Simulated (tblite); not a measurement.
**Geometry relaxation of C₆H₁₄Ge (part 4 of 4)**

Continued. System: C₆H₁₄Ge. Method: GFN2-xTB geometry optimisation, gas phase (tblite 0.8.0). It belongs to a series of runs on one base structure; here: H on Ge replaced by cPent.

Geometry of the input (Å):
```
C  3.0256  0.3352  0.8713
Ge 1.7513  -0.8413  -0.0250
C  -0.0570  -0.3239  0.4625
C  -0.3866  1.1057  0.0103
C  -1.8988  1.1306  -0.1616
C  -2.3615  -0.3192  -0.3239
C  -1.1072  -1.1836  -0.2314
H  2.8800  0.2772  1.9745
H  4.0574  0.0324  0.6152
H  2.8369  1.3800  0.5423
H  1.9391  -0.7430  -1.5520
H  2.0016  -2.3083  0.4439
H  -0.1933  -0.3992  1.5723
H  -0.0490  1.8386  0.7750
H  0.1043  1.3322  -0.9509
H  -2.3816  1.5906  0.7359
H  -2.1657  1.7341  -1.0633
H  -2.8703  -0.4793  -1.2958
H  -3.0611  -0.5772  0.5051
H  -0.7682  -1.4541  -1.2482
H  -1.3047  -2.1105  0.3536
```

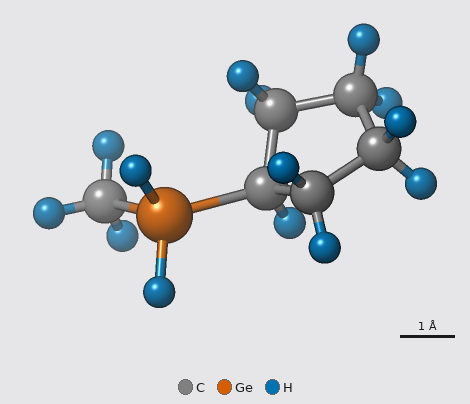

Fig. 1: The geometry at step 49 of the log (ball-and-stick view, seen at a tilt).

Trajectory as extended XYZ, continued
```
21
Properties=species:S:1:pos:R:3:forces:R:3 step=42 energy=-596.09100
C     3.0995    0.3438    0.9251   -0.0120  -0.0120  -0.0060
Ge    1.7800   -0.8551    0.0791    0.0380  -0.0180   0.0010
C    -0.0949   -0.3196    0.4273    0.0110   0.0050  -0.0110
C    -0.4094    1.0889   -0.0690   -0.0180   0.0020  -0.0110
C    -1.9399    1.1396   -0.1268   -0.0190  -0.0030   0.0050
C    -2.4026   -0.3224   -0.2809   -0.0120   0.0040   0.0040
C    -1.1222   -1.1628   -0.3236   -0.0040   0.0110  -0.0040
H     3.0106    0.3168    2.0079   -0.0150  -0.0050  -0.0050
H     4.1131    0.0539    0.6624   -0.0100  -0.0020  -0.0010
H     2.9440    1.3686    0.5976    0.0010  -0.0090  -0.0020
H     1.9918   -0.8655   -1.4146    0.0190  -0.0010   0.0040
H     2.0090   -2.2762    0.5298    0.0260   0.0020   0.0040
H    -0.3074   -0.3749    1.4992   -0.0030   0.0070  -0.0020
H     0.0077    1.8659    0.5720   -0.0090  -0.0120   0.0090
H     0.0036    1.2199   -1.0728    0.0100  -0.0090  -0.0060
H    -2.3347    1.5636    0.7968   -0.0130   0.0080   0.0110
H    -2.2863    1.7623   -0.9509   -0.0010   0.0030  -0.0050
H    -3.0015   -0.4672   -1.1792   -0.0050   0.0120  -0.0060
H    -3.0124   -0.6162    0.5737   -0.0120   0.0030   0.0120
H    -0.7971   -1.2952   -1.3584    0.0090   0.0060  -0.0040
H    -1.2599   -2.1511    0.1150    0.0190   0.0080   0.0150
21
Properties=species:S:1:pos:R:3:forces:R:3 step=43 energy=-596.09121
C     3.0993    0.3430    0.9254   -0.0180  -0.0170  -0.0120
Ge    1.7797   -0.8569    0.0789    0.0590   0.0020   0.0050
C    -0.0945   -0.3189    0.4261    0.0110   0.0030  -0.0140
C    -0.4098    1.0892   -0.0700   -0.0270   0.0080  -0.0130
C    -1.9408    1.1400   -0.1261   -0.0150  -0.0150   0.0020
C    -2.4030   -0.3226   -0.2804   -0.0080   0.0150   0.0040
C    -1.1216   -1.1619   -0.3243   -0.0170   0.0120  -0.0070
H     3.0098    0.3167    2.0082   -0.0150  -0.0080  -0.0040
H     4.1133    0.0541    0.6632   -0.0120  -0.0050  -0.0010
H     2.9436    1.3677    0.5978   -0.0010  -0.0070  -0.0050
H     1.9937   -0.8676   -1.4145    0.0170  -0.0030   0.0040
H     2.0102   -2.2771    0.5317    0.0210   0.0010   0.0030
H    -0.3061   -0.3739    1.4977   -0.0080   0.0050   0.0110
H     0.0070    1.8659    0.5712   -0.0020  -0.0030   0.0110
H     0.0026    1.2200   -1.0740    0.0080  -0.0050  -0.0060
H    -2.3355    1.5638    0.7979   -0.0060   0.0040   0.0020
H    -2.2878    1.7626   -0.9503    0.0010   0.0000   0.0010
H    -3.0025   -0.4668   -1.1786   -0.0010   0.0090   0.0020
H    -3.0121   -0.6167    0.5750   -0.0080   0.0020   0.0040
H    -0.7969   -1.2937   -1.3593    0.0070   0.0060  -0.0070
H    -1.2577   -2.1501    0.1142    0.0130  -0.0040   0.0170
21
Properties=species:S:1:pos:R:3:forces:R:3 step=45 energy=-596.09165
C     3.0975    0.3405    0.9257   -0.0090  -0.0060  -0.0080
Ge    1.7820   -0.8613    0.0778    0.0320   0.0270   0.0030
C    -0.0924   -0.3165    0.4225    0.0030  -0.0030  -0.0060
C    -0.4116    1.0911   -0.0724   -0.0100   0.0060  -0.0010
C    -1.9435    1.1407   -0.1245    0.0050  -0.0140  -0.0030
C    -2.4040   -0.3226   -0.2790    0.0040   0.0130   0.0040
C    -1.1205   -1.1594   -0.3261   -0.0140   0.0000  -0.0020
H     3.0057    0.3153    2.0084   -0.0120  -0.0110  -0.0020
H     4.1126    0.0542    0.6656   -0.0070  -0.0100   0.0020
H     2.9409    1.3647    0.5976   -0.0040  -0.0010  -0.0080
H     1.9995   -0.8736   -1.4150    0.0180  -0.0080   0.0030
H     2.0126   -2.2794    0.5366    0.0130   0.0010  -0.0020
H    -0.3016   -0.3709    1.4948   -0.0130   0.0000   0.0100
H     0.0050    1.8664    0.5701    0.0040   0.0110   0.0050
H     0.0003    1.2219   -1.0768   -0.0050   0.0060   0.0000
H    -2.3375    1.5645    0.8004    0.0070  -0.0050  -0.0130
H    -2.2915    1.7634   -0.9485   -0.0010  -0.0060   0.0090
H    -3.0045   -0.4658   -1.1771    0.0030   0.0020   0.0150
H    -3.0110   -0.6182    0.5777   -0.0030   0.0020  -0.0090
H    -0.7960   -1.2904   -1.3614   -0.0060   0.0070  -0.0050
H    -1.2510   -2.1478    0.1135   -0.0040  -0.0110   0.0100
21
Properties=species:S:1:pos:R:3:forces:R:3 step=46 energy=-596.09175
C     3.0968    0.3398    0.9257    0.0000   0.0030  -0.0010
Ge    1.7833   -0.8618    0.0775    0.0030   0.0180  -0.0010
C    -0.0917   -0.3158    0.4214    0.0000  -0.0030   0.0010
C    -0.4122    1.0918   -0.0730    0.0050   0.0010   0.0040
C    -1.9441    1.1406   -0.1242    0.0100  -0.0050  -0.0030
C    -2.4041   -0.3224   -0.2785    0.0060   0.0020   0.0030
C    -1.1204   -1.1589   -0.3266   -0.0020  -0.0050   0.0020
H     3.0042    0.3146    2.0083   -0.0110  -0.0100  -0.0020
H     4.1122    0.0540    0.6663   -0.0020  -0.0090   0.0030
H     2.9400    1.3639    0.5974   -0.0030   0.0010  -0.0070
H     2.0014   -0.8755   -1.4150    0.0190  -0.0080   0.0020
H     2.0130   -2.2798    0.5380    0.0120   0.0050  -0.0040
H    -0.3006   -0.3701    1.4942   -0.0110  -0.0010   0.0000
H     0.0047    1.8669    0.5698    0.0010   0.0100   0.0000
H    -0.0004    1.2228   -1.0775   -0.0080   0.0080   0.0010
H    -2.3378    1.5644    0.8008    0.0070  -0.0050  -0.0100
H    -2.2926    1.7635   -0.9478   -0.0020  -0.0050   0.0050
H    -3.0049   -0.4656   -1.1763    0.0000   0.0010   0.0110
H    -3.0105   -0.6186    0.5783   -0.0040   0.0020  -0.0070
H    -0.7959   -1.2894   -1.3621   -0.0100   0.0060  -0.0020
H    -1.2492   -2.1475    0.1133   -0.0080  -0.0050   0.0050
21
Properties=species:S:1:pos:R:3:forces:R:3 step=48 energy=-596.09188
C     3.0964    0.3394    0.9258    0.0070   0.0100   0.0050
Ge    1.7848   -0.8614    0.0775   -0.0250  -0.0080  -0.0060
C    -0.0912   -0.3154    0.4204   -0.0030   0.0000   0.0070
C    -0.4125    1.0925   -0.0737    0.0150  -0.0030   0.0050
C    -1.9442    1.1402   -0.1239    0.0060   0.0070   0.0010
C    -2.4040   -0.3222   -0.2778    0.0020  -0.0120   0.0010
C    -1.1205   -1.1585   -0.3273    0.0110  -0.0060   0.0060
H     3.0024    0.3134    2.0082   -0.0080  -0.0040  -0.0020
H     4.1117    0.0531    0.6671    0.0020  -0.0050   0.0040
H     2.9392    1.3632    0.5969    0.0020   0.0040  -0.0030
H     2.0047   -0.8780   -1.4146    0.0170  -0.0050   0.0000
H     2.0141   -2.2796    0.5396    0.0090   0.0130  -0.0050
H    -0.3008   -0.3694    1.4934   -0.0050  -0.0020  -0.0090
H     0.0047    1.8681    0.5688   -0.0020   0.0030  -0.0040
H    -0.0020    1.2237   -1.0786   -0.0040   0.0070   0.0010
H    -2.3374    1.5640    0.8009    0.0040  -0.0010   0.0040
H    -2.2940    1.7633   -0.9465   -0.0010  -0.0030  -0.0040
H    -3.0057   -0.4653   -1.1746   -0.0030   0.0000  -0.0010
H    -3.0102   -0.6190    0.5787   -0.0040   0.0020   0.0030
H    -0.7966   -1.2875   -1.3633   -0.0110   0.0010   0.0030
H    -1.2480   -2.1476    0.1127   -0.0080   0.0040  -0.0030
21
Properties=species:S:1:pos:R:3:forces:R:3 step=49 energy=-596.09196
C     3.0964    0.3393    0.9260    0.0050   0.0070   0.0040
Ge    1.7852   -0.8612    0.0775   -0.0250  -0.0170  -0.0070
C    -0.0910   -0.3152    0.4199   -0.0040   0.0020   0.0050
C    -0.4124    1.0927   -0.0741    0.0100  -0.0020   0.0020
C    -1.9440    1.1401   -0.1236    0.0000   0.0080   0.0020
C    -2.4038   -0.3223   -0.2772   -0.0020  -0.0110   0.0000
C    -1.1203   -1.1584   -0.3277    0.0090  -0.0030   0.0050
H     3.0013    0.3126    2.0082   -0.0060   0.0010  -0.0010
H     4.1115    0.0523    0.6677    0.0020  -0.0020   0.0040
H     2.9390    1.3629    0.5965    0.0050   0.0050   0.0010
H     2.0073   -0.8797   -1.4141    0.0140  -0.0030  -0.0020
H     2.0155   -2.2791    0.5405    0.0060   0.0140  -0.0050
H    -0.3014   -0.3690    1.4927   -0.0010  -0.0030  -0.0070
H     0.0046    1.8688    0.5680   -0.0010  -0.0010  -0.0040
H    -0.0031    1.2241   -1.0794    0.0010   0.0060   0.0000
H    -2.3370    1.5636    0.8012    0.0030   0.0010   0.0110
H    -2.2950    1.7631   -0.9457    0.0010  -0.0020  -0.0070
H    -3.0064   -0.4650   -1.1734   -0.0020  -0.0020  -0.0060
H    -3.0102   -0.6191    0.5792   -0.0010   0.0020   0.0070
H    -0.7973   -1.2861   -1.3641   -0.0090  -0.0040   0.0040
H    -1.2476   -2.1476    0.1121   -0.0070   0.0040  -0.0070
21
Properties=species:S:1:pos:R:3:forces:R:3 step=51 energy=-596.09204
C     3.0962    0.3393    0.9261   -0.0050  -0.0020  -0.0020
Ge    1.7847   -0.8617    0.0771   -0.0010  -0.0040  -0.0040
C    -0.0909   -0.3149    0.4192   -0.0040   0.0010  -0.0020
C    -0.4121    1.0930   -0.0746   -0.0060   0.0020  -0.0030
C    -1.9439    1.1401   -0.1232   -0.0060   0.0010   0.0030
C    -2.4039   -0.3227   -0.2764   -0.0060   0.0030   0.0000
C    -1.1200   -1.1582   -0.3280   -0.0070   0.0030   0.0000
H     2.9994    0.3118    2.0082   -0.0020   0.0060  -0.0010
H     4.1115    0.0514    0.6688   -0.0010   0.0010   0.0060
H     2.9391    1.3627    0.5961    0.0090   0.0040   0.0050
H     2.0115   -0.8820   -1.4138    0.0060  -0.0020  -0.0030
H     2.0178   -2.2781    0.5413    0.0010   0.0040  -0.0010
H    -0.3022   -0.3686    1.4915    0.0040  -0.0030   0.0030
H     0.0043    1.8697    0.5671    0.0040  -0.0020  -0.0030
H    -0.0044    1.2250   -1.0805    0.0070   0.0040   0.0000
H    -2.3365    1.5633    0.8020    0.0040   0.0020   0.0090
H    -2.2962    1.7627   -0.9451    0.0050  -0.0020  -0.0040
H    -3.0073   -0.4646   -1.1723    0.0020  -0.0050  -0.0050
H    -3.0103   -0.6192    0.5801    0.0040   0.0000   0.0070
H    -0.7986   -1.2846   -1.3649   -0.0040  -0.0090   0.0020
H    -1.2472   -2.1474    0.1114   -0.0040  -0.0020  -0.0060
21
Properties=species:S:1:pos:R:3:forces:R:3 step=52 energy=-596.09207
C     3.0960    0.3392    0.9260   -0.0070  -0.0040  -0.0030
Ge    1.7844   -0.8620    0.0768    0.0080   0.0060  -0.0030
C    -0.0909   -0.3147    0.4190   -0.0030  -0.0010  -0.0050
C    -0.4121    1.0932   -0.0748   -0.0090   0.0020  -0.0030
C    -1.9440    1.1402   -0.1230   -0.0040  -0.0020   0.0020
C    -2.4040   -0.3228   -0.2762   -0.0050   0.0070   0.0010
C    -1.1200   -1.1581   -0.3280   -0.0110   0.0030  -0.0020
H     2.9987    0.3117    2.0081   -0.0020   0.0070  -0.0010
H     4.1114    0.0512    0.6693   -0.0030   0.0010   0.0050
H     2.9392    1.3628    0.5961    0.0080   0.0020   0.0040
H     2.0128   -0.8827   -1.4139    0.0040  -0.0020  -0.0030
H     2.0184   -2.2776    0.5414    0.0000  -0.0020   0.0010
H    -0.3021   -0.3686    1.4913    0.0040  -0.0030   0.0050
H     0.0043    1.8698    0.5668    0.0040  -0.0020  -0.0010
H    -0.0045    1.2254   -1.0807    0.0060   0.0020   0.0010
H    -2.3364    1.5633    0.8025    0.0040   0.0010   0.0050
H    -2.2963    1.7625   -0.9452    0.0040  -0.0010   0.0000
H    -3.0074   -0.4647   -1.1722    0.0030  -0.0050  -0.0010
H    -3.0103   -0.6192    0.5805    0.0040   0.0000   0.0040
H    -0.7990   -1.2845   -1.3650   -0.0020  -0.0080   0.0000
H    -1.2471   -2.1473    0.1112   -0.0030  -0.0040  -0.0040
21
Properties=species:S:1:pos:R:3:forces:R:3 step=54 energy=-596.09213
C     3.0952    0.3391    0.9259   -0.0030   0.0000   0.0000
Ge    1.7843   -0.8622    0.0759    0.0110   0.0140  -0.0020
C    -0.0911   -0.3145    0.4183    0.0020  -0.0040  -0.0060
C    -0.4124    1.0936   -0.0753   -0.0020  -0.0020  -0.0010
C    -1.9445    1.1403   -0.1225    0.0020  -0.0020  -0.0010
C    -2.4045   -0.3226   -0.2758   -0.0010   0.0050   0.0010
C    -1.1206   -1.1579   -0.3283   -0.0060  -0.0010  -0.0030
H     2.9971    0.3118    2.0079   -0.0030   0.0050   0.0000
H     4.1109    0.0507    0.6706   -0.0040  -0.0010   0.0040
H     2.9400    1.3630    0.5964    0.0050   0.0010   0.0020
H     2.0158   -0.8843   -1.4142   -0.0010   0.0000  -0.0030
H     2.0193   -2.2768    0.5419   -0.0010  -0.0070   0.0020
H    -0.3017   -0.3687    1.4909    0.0050  -0.0010  -0.0010
H     0.0046    1.8701    0.5662    0.0010  -0.0030   0.0010
H    -0.0045    1.2267   -1.0810    0.0000  -0.0020   0.0010
H    -2.3356    1.5633    0.8037    0.0020   0.0010  -0.0050
H    -2.2964    1.7622   -0.9451   -0.0010   0.0020   0.0050
H    -3.0076   -0.4651   -1.1720   -0.0010  -0.0010   0.0050
H    -3.0098   -0.6193    0.5816    0.0010   0.0010   0.0000
H    -0.8002   -1.2849   -1.3653   -0.0010  -0.0030  -0.0030
H    -1.2473   -2.1474    0.1103   -0.0040  -0.0020   0.0020
21
Properties=species:S:1:pos:R:3:forces:R:3 step=55 energy=-596.09214
C     3.0950    0.3391    0.9259    0.0010   0.0040   0.0030
Ge    1.7845   -0.8620    0.0756    0.0060   0.0070  -0.0020
C    -0.0912   -0.3145    0.4179    0.0030  -0.0050  -0.0050
C    -0.4126    1.0937   -0.0755    0.0030  -0.0030   0.0010
C    -1.9446    1.1403   -0.1223    0.0030   0.0000  -0.0010
C    -2.4047   -0.3225   -0.2756    0.0010   0.0010   0.0010
C    -1.1210   -1.1578   -0.3285    0.0000  -0.0030  -0.0020
H     2.9965    0.3120    2.0078   -0.0040   0.0040   0.0020
H     4.1107    0.0505    0.6711   -0.0020  -0.0010   0.0030
H     2.9405    1.3631    0.5965    0.0040   0.0020   0.0000
H     2.0168   -0.8849   -1.4144   -0.0010   0.0010  -0.0030
H     2.0197   -2.2767    0.5421   -0.0020  -0.0040   0.0020
H    -0.3015   -0.3688    1.4907    0.0050   0.0000  -0.0050
H     0.0048    1.8702    0.5658   -0.0010  -0.0040   0.0020
H    -0.0046    1.2270   -1.0812   -0.0020  -0.0040   0.0010
H    -2.3352    1.5633    0.8040    0.0000   0.0010  -0.0050
H    -2.2966    1.7621   -0.9449   -0.0030   0.0040   0.0040
H    -3.0077   -0.4654   -1.1717   -0.0040   0.0010   0.0050
H    -3.0095   -0.6193    0.5820   -0.0010   0.0010   0.0000
H    -0.8006   -1.2850   -1.3655   -0.0010  -0.0010  -0.0030
H    -1.2475   -2.1475    0.1099   -0.0050   0.0000   0.0030
```

Results in brief

```json
{"quantity": "outcome", "value": "converged"}
{"quantity": "total energy", "value": "−596.0921 eV"}
{"quantity": "hardware", "value": "1 CPU thread, shared host"}
{"quantity": "peak memory", "value": "0.18 GiB"}
```
